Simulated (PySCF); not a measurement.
# C₂F₆: electronic excitations and core binding energies

What electronic excitations and core binding energies should C₂F₆ (`FC(F)(F)C(F)(F)F`) show?

Computed with PySCF 2.14.0, with density-fitted response routines of our own, on a single molecule in the gas phase. Atoms are numbered from 0 throughout.

**1. The molecule as given**

8 atoms, charge 0, multiplicity 1; geometry from: GFN2-xTB.

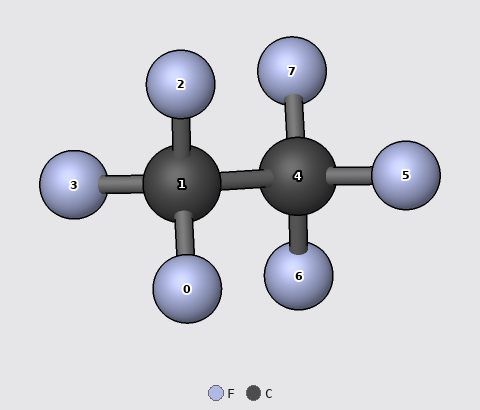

The starting geometry (fluorine light blue, carbon dark grey), atoms numbered.

**2. Ultraviolet spectrum: wB97X-D/def2-SVPD**

The job: settings as JSON, then the geometry in Å.

```
{"job": {"kind": "uv", "xc": "wB97X-D", "basis": "def2-SVPD", "nstates": 8, "ntriplets": 3}, "charge": 0, "multiplicity": 1}
F      1.399414    -0.292322    -1.031753
C      0.768188    -0.069173     0.114777
F      1.260261     1.038854     0.656012
F      1.016651    -1.083283     0.935154
C     -0.765759     0.072656    -0.122341
F     -1.020441     1.084735    -0.942958
F     -1.256428    -1.037790    -0.660153
F     -1.392828     0.295735     1.026698
```

With the program's defaults for keys left out, this is: TDDFT wB97X-D/def2-SVPD, vertical, gas phase, core orbitals frozen in the response.

**Question.** This job is followed by: delta-SCF UKS SCAN, pcX-2 on the ionised atom, pcseg-1 elsewhere, spin-free X2C. What will the session give for the following? lowest singlet (wB97X-D/def2-SVPD); brightest single state of those computed; lowest triplet; F1s binding energies, SCAN/pcX-2; C1s binding energies, SCAN/pcX-2.

The runs gave:

```
                                quantity                         value
      lowest singlet (wB97X-D/def2-SVPD)  11.79 eV (105 nm), f = 0.033
brightest single state of those computed  state 6, 12.83 eV, f = 0.250
                          lowest triplet                      10.91 eV
        F1s binding energies, SCAN/pcX-2                  F0 695.17 eV
        C1s binding energies, SCAN/pcX-2                  C1 299.76 eV
```

In words: The first singlet state (HOMO→LUMO+1 0.73, HOMO→LUMO+4 0.16) lies at 11.79 eV and is weak; of the 8 states computed, the strongest absorption comes from state 6 at 12.83 eV. The lowest triplet lies 0.89 eV below the lowest singlet (triplets in Tamm-Dancoff, singlets in full TDDFT).
